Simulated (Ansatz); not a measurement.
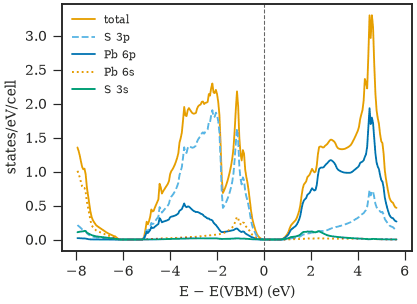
Figure: Total and projected density of states of PbS (rock salt, Fm-3m), DFT-r²SCAN in the program Ansatz with PAW potentials

Which orbitals carry the states next to the gap?

Top 1 eV of the valence band: S 3p 69 %, Pb 6s 20 %, Pb 6p 9 %. Bottom 1 eV of the conduction band: Pb 6p 70 %, S 3s 15 %, S 3p 9 %. Projections are on Löwdin-orthogonalised atomic valence shells; empty p or d shells of many metals are not among them.

Where is the tallest occupied peak in this window, and what makes it?

Near -2.2 eV, about 2.3 states/eV per cell; the largest projected share is S 3p.

Symmetry was held in the r²SCAN relaxation. The volume moved by -28 % from the start of the relaxation. Spin–orbit coupling is left out wherever it is not named.

Potentials: the later of the program's two PAW sets.
